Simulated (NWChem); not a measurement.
**One shape, several levels: C3H6O2 (methyl acetate)**

We compute a comparison of 4 runs (HF/def2-SVP, HF/pcseg-2, PBE0/def2-SVP, MP2/6-311G**) of C3H6O2 (methyl acetate). 

The results are computed with NWChem 7.3.0.

## Step 1: Starting point

The species is C3H6O2 (11 atoms), meant as a singlet with charge 0. SMILES: `COC(C)=O`. Geometry: relaxed at PBE0-D4/def2-TZVP. This is one conformer, not always the lowest.

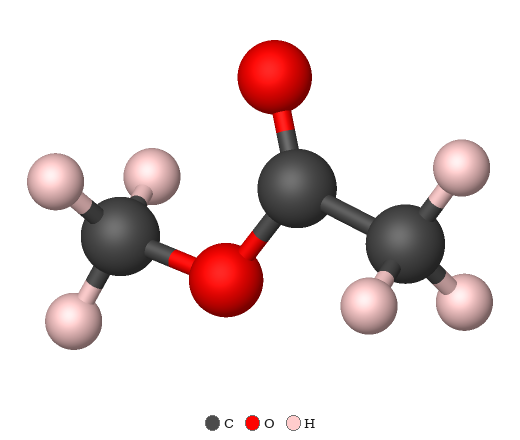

The structure, seen from a chosen angle (carbon dark grey, oxygen red, hydrogen pink).

## Step 2: Energy and gradient at HF/def2-SVP (run 1)

Input file nw.nw:

```
start nw
memory stack 880 mb heap 220 mb global 1100 mb

geometry noautosym nocenter noautoz
  C    -1.440600    0.996700    0.557900
  O    -0.644700   -0.165700    0.353700
  C     0.525400    0.044800   -0.267200
  C     1.284800   -1.235300   -0.432100
  O     0.892500    1.128500   -0.632400
  H    -0.908700    1.724200    1.172600
  H    -1.693000    1.462600   -0.395700
  H    -2.340700    0.656000    1.064800
  H     1.477000   -1.681300    0.545500
  H     2.223600   -1.037600   -0.942800
  H     0.689800   -1.949800   -1.003900
end

basis spherical bse
  * library def2-SVP
end

scf
  nopen 0
  rhf
  thresh 1e-08
  maxiter 80
end

task scf gradient
```

On the command line:

```sh
$ nwchem nw.nw > nw.out
```

Log:

```text
[...]
  functions       =   100
[...]
  wavefunction    = RHF
[...]
         Total SCF energy =   -266.634587486272
      One-electron energy =   -725.615282820497
      Two-electron energy =    276.455547144602
 Nuclear repulsion energy =    182.525148189623
        Time for solution =     16.0s
[...]
                         RHF ENERGY GRADIENTS
    atom               coordinates                        gradient
                 x          y          z           x          y          z
   1 C      -2.722339   1.883490   1.054278   -0.000373   0.006303  -0.000810
   2 O      -1.218306  -0.313128   0.668396   -0.012784  -0.019247   0.009601
   3 C       0.992862   0.084660  -0.504935    0.003294  -0.022879   0.002183
   4 C       2.427920  -2.334379  -0.816551   -0.003511   0.001692   0.001501
   5 O       1.686580   2.132556  -1.195063    0.012436   0.034082  -0.011928
   6 H      -1.717194   3.258266   2.215893    0.001408   0.002111   0.000941
   7 H      -3.199306   2.763913  -0.747765   -0.000164   0.001596  -0.002218
   8 H      -4.423282   1.239660   2.012180   -0.001147  -0.001322   0.000784
   9 H       2.791125  -3.177196   1.030846    0.000569  -0.001301   0.000705
  10 H       4.201995  -1.960780  -1.781634    0.000331   0.000507  -0.000259
  11 H       1.303533  -3.684588  -1.897096   -0.000057  -0.001542  -0.000500
[...]
```

It took 20 s on 1 thread of Intel Xeon Platinum 8488C (Sapphire Rapids), shared host; peak memory 0.1 GiB.

## Step 3: Energy and forces at HF/pcseg-2 (run 2)

Input file m1.nw:

```
START m1
TITLE "C3H6O2"
memory stack 880 mb heap 220 mb global 1100 mb

GEOMETRY noautosym nocenter noautoz
   C    -1.440600    0.996700    0.557900
   O    -0.644700   -0.165700    0.353700
   C     0.525400    0.044800   -0.267200
   C     1.284800   -1.235300   -0.432100
   O     0.892500    1.128500   -0.632400
   H    -0.908700    1.724200    1.172600
   H    -1.693000    1.462600   -0.395700
   H    -2.340700    0.656000    1.064800
   H     1.477000   -1.681300    0.545500
   H     2.223600   -1.037600   -0.942800
   H     0.689800   -1.949800   -1.003900
END

BASIS spherical bse
   * library pcseg-2
END

SCF
   thresh 1e-08
   maxiter 80
END

TASK scf gradient
```

On the command line:

```sh
$ nwchem m1.nw > m1.out
```

Log:

```text
[...]
  functions       =   234
[...]
  wavefunction    = RHF
[...]
         Total SCF energy =   -266.933850307368
      One-electron energy =   -726.154595135015
      Two-electron energy =    276.695596638024
 Nuclear repulsion energy =    182.525148189623
        Time for solution =    263.8s
[...]
                         RHF ENERGY GRADIENTS
    atom               coordinates                        gradient
                 x          y          z           x          y          z
   1 C      -2.722339   1.883490   1.054278    0.003024  -0.000771  -0.001334
   2 O      -1.218306  -0.313128   0.668396   -0.013398  -0.016090   0.009388
   3 C       0.992862   0.084660  -0.504935    0.004993  -0.024254   0.001543
   4 C       2.427920  -2.334379  -0.816551   -0.006249   0.006235   0.002111
   5 O       1.686580   2.132556  -1.195063    0.011442   0.034218  -0.011448
   6 H      -1.717194   3.258266   2.215893    0.004232   0.006272   0.004218
   7 H      -3.199306   2.763913  -0.747765   -0.001552   0.004351  -0.007364
   8 H      -4.423282   1.239660   2.012180   -0.006282  -0.002688   0.003580
   9 H       2.791125  -3.177196   1.030846    0.001353  -0.003675   0.005764
  10 H       4.201995  -1.960780  -1.781634    0.005699   0.001669  -0.003183
  11 H       1.303533  -3.684588  -1.897096   -0.003262  -0.005268  -0.003276
[...]
```

Wall time 5.4 min (1 thread of Intel Xeon Platinum 8488C (Sapphire Rapids), shared host); peak memory 0.12 GiB.

## Step 4: Energy and forces at PBE0/def2-SVP (run 3)

Input file run.nw:

```
start run
memory 2200 mb

geometry units angstrom noautosym nocenter noautoz
  C       -1.440600       0.996700       0.557900
  O       -0.644700      -0.165700       0.353700
  C        0.525400       0.044800      -0.267200
  C        1.284800      -1.235300      -0.432100
  O        0.892500       1.128500      -0.632400
  H       -0.908700       1.724200       1.172600
  H       -1.693000       1.462600      -0.395700
  H       -2.340700       0.656000       1.064800
  H        1.477000      -1.681300       0.545500
  H        2.223600      -1.037600      -0.942800
  H        0.689800      -1.949800      -1.003900
end

basis spherical bse
  C library def2-SVP
  O library def2-SVP
  H library def2-SVP
end

dft
  xc pbe0
  grid fine
  convergence energy 1e-08
  iterations 100
  mulliken
  print low
end

task dft gradient
```

On the command line:

```sh
$ nwchem run.nw > run.out
```

Log:

```text
[...]
 d= 0,ls=0.0,diis     1   -267.7614497674 -4.50D+02  1.73D-02  1.09D+00     2.4
[...]
 d= 0,ls=0.0,diis    11   -267.8878925892 -3.17D-10  1.97D-07  7.96D-10    21.6
         Total DFT energy =     -267.887892589151
      One electron energy =     -726.186095990798
           Coulomb energy =      311.157084446760
    Exchange-Corr. energy =      -35.384029234736
 Nuclear repulsion energy =      182.525148189623
[...]
                         DFT ENERGY GRADIENTS
    atom               coordinates                        gradient
                 x          y          z           x          y          z
   1 C      -2.722339   1.883490   1.054278   -0.004646   0.008976   0.000874
   2 O      -1.218306  -0.313128   0.668396    0.001230  -0.004245   0.000085
   3 C       0.992862   0.084660  -0.504935    0.000613   0.001978  -0.000633
   4 C       2.427920  -2.334379  -0.816551    0.001666  -0.002962  -0.000300
   5 O       1.686580   2.132556  -1.195063    0.000036  -0.002553   0.000410
   6 H      -1.717194   3.258266   2.215893   -0.002606  -0.004445  -0.003212
   7 H      -3.199306   2.763913  -0.747765    0.001498  -0.003066   0.004986
   8 H      -4.423282   1.239660   2.012180    0.005166   0.001174  -0.002788
   9 H       2.791125  -3.177196   1.030846   -0.000820   0.002456  -0.004898
  10 H       4.201995  -1.960780  -1.781634   -0.005167  -0.001061   0.002799
  11 H       1.303533  -3.684588  -1.897096    0.003029   0.003748   0.002676
[...]
```

Run time: 27 s. Hardware: 1 thread of Intel Xeon Platinum 8488C (Sapphire Rapids), shared host; peak memory 0.12 GiB.

## Step 5: Energy and gradient at MP2/6-311G(d,p) (run 4)

Input file run.py:

```python
from ase import Atoms
from ase.calculators.nwchem import NWChem

mol = Atoms(['C', 'O', 'C', 'C', 'O', 'H', 'H', 'H', 'H', 'H', 'H'], positions=[
    [-1.440600, 0.996700, 0.557900],
    [-0.644700, -0.165700, 0.353700],
    [0.525400, 0.044800, -0.267200],
    [1.284800, -1.235300, -0.432100],
    [0.892500, 1.128500, -0.632400],
    [-0.908700, 1.724200, 1.172600],
    [-1.693000, 1.462600, -0.395700],
    [-2.340700, 0.656000, 1.064800],
    [1.477000, -1.681300, 0.545500],
    [2.223600, -1.037600, -0.942800],
    [0.689800, -1.949800, -1.003900],
])

calc = NWChem(
    label='c3h6o2',
    theory='mp2',
    memory='2200 mb',
    basis='6-311G**',
    basispar='spherical bse',
    scf={'nopen': '0', 'rhf': None, 'thresh': '1e-08', 'maxiter': '80'},
    mp2={'freeze': 'core 5', 'tight': None},
)
mol.calc = calc

forces = mol.get_forces()
e = mol.get_potential_energy()
print(f"E = {e:.6f} eV")
print("forces (eV/A):")
for s, f in zip(mol.symbols, forces):
    print(f"{s:2s} {f[0]:10.5f} {f[1]:10.5f} {f[2]:10.5f}")
```

On the command line:

```sh
$ export ASE_NWCHEM_COMMAND="nwchem PREFIX.nwi > PREFIX.nwo"
$ python run.py
```

Log:

```text
E = -7285.380055 eV
forces (eV/A):
C    -0.05631    0.25665   -0.01697
O    -0.33615   -0.54168    0.25912
C     0.00998   -0.18517    0.02489
C     0.07873   -0.33013    0.01615
O     0.27007    0.75390   -0.26128
H     0.01358    0.03075    0.02057
H    -0.01131    0.02196   -0.02885
H     0.00365   -0.03312    0.00417
H     0.00509    0.00381    0.03656
H     0.04849    0.02844   -0.02967
H    -0.02587   -0.00540   -0.02463
```

The calculator wrote c3h6o2.nwi:

```
title "c3h6o2"

permanent_dir c3h6o2

scratch_dir c3h6o2

start c3h6o2

geometry units angstrom nocenter noautosym noautoz
  C  -1.4406000000000001e+00 9.9670000000000003e-01 5.5789999999999995e-01
  O  -6.4470000000000005e-01 -1.6569999999999999e-01 3.5370000000000001e-01
  C  5.2539999999999998e-01 4.4800000000000000e-02 -2.6719999999999999e-01
  C  1.2847999999999999e+00 -1.2353000000000001e+00 -4.3209999999999998e-01
  O  8.9249999999999996e-01 1.1285000000000001e+00 -6.3239999999999996e-01
  H  -9.0869999999999995e-01 1.7242000000000000e+00 1.1726000000000001e+00
  H  -1.6930000000000001e+00 1.4625999999999999e+00 -3.9570000000000000e-01
  H  -2.3407000000000000e+00 6.5600000000000003e-01 1.0648000000000000e+00
  H  1.4770000000000001e+00 -1.6813000000000000e+00 5.4549999999999998e-01
  H  2.2235999999999998e+00 -1.0376000000000001e+00 -9.4279999999999997e-01
  H  6.8979999999999997e-01 -1.9498000000000000e+00 -1.0039000000000000e+00
end

memory 2200 mb

basis spherical bse noprint
   * library 6-311G**
end

scf
  nopen 0
  rhf
  thresh 1e-08
  maxiter 80
end
mp2
  freeze core 5
  tight
end

task mp2 gradient
```

c3h6o2.nwo:

```text
Northwest Computational Chemistry Package (NWChem) 7.3.0
             --------------------------------------------------------

           Job information
           ---------------

    nwchem branch   = 7.3.0
    use scalapack   = T
    input           = c3h6o2.nwi
    prefix          = c3h6o2.
    data base       = c3h6o2/c3h6o2.db
    status          = startup
    nproc           =        1

           Memory information
           ------------------

[... 5 lines left out ...]
    hardfail = no
[... 139 lines left out ...]
 Convergence threshold     :          1.000E-08
[... 17 lines left out ...]
      One-electron energy =   -726.124510144445
[... 40 lines left out ...]
                       ROHF Final Molecular Orbital Analysis
[... 473 lines left out ...]
  MP2 natural orbitals output to c3h6o2/c3h6o2.mp2nos
[... 11 lines left out ...]
                 ----------------------------------------
                 |  Time  |  1-e(secs)   |  2-e(secs)   |
                 ----------------------------------------
                 |  CPU   |       0.01   |       5.74   |
                 ----------------------------------------
                 |  WALL  |       0.01   |       5.74   |
                 ----------------------------------------
 -----------------------
 Task  times  cpu:       87.0s     wall:       87.0s
 Total times  cpu:       87.0s     wall:       87.0s
```

Run time: 89 s. Hardware: 1 thread of Intel Xeon Platinum 8488C (Sapphire Rapids), shared host; peak memory 0.72 GiB.

## Step 6: Overview of the runs

```csv
run,level,iteration cap,module,energy (Eh),dipole moment (D),HOMO energy (eV),LUMO energy (eV),wall time
1,HF/def2-SVP,80,scf,-266.634587,1.96,-12.24,4.94,20 s
2,HF/pcseg-2,80,scf,-266.933850,2.09,-12.27,2.65,5.4 min
3,PBE0/def2-SVP,100,dft,-267.887893,–,–,–,27 s
4,MP2/6-311G**,80,mp2,-267.732781,1.64,-12.16,4.30,89 s
```

## Step 7: Results

| quantity | value |
| --- | --- |
| run 4: total energy | -267.73278 Eh |
| run 4: dipole moment (of the density that the program reports) | 1.64 D |
| run 4: HOMO energy (Hartree–Fock orbitals) | -12.16 eV |
| run 4: LUMO energy (Hartree–Fock orbitals) | 4.30 eV |
| run 4: HOMO–LUMO gap (Hartree–Fock orbitals) | 16.47 eV |
| run 4: correlation energy (5 core orbitals frozen) | -826.3 mEh |
| run 4: largest force on an atom | 0.842 eV/Å |

What this shows: Over runs 1, 2, 4 the dipole moment (its size) runs from 1.64 D (MP2/6-311G**) to 2.09 D (HF/pcseg-2). The two ends differ in method and basis. All runs together took 7.7 min, the longest 5.4 min.
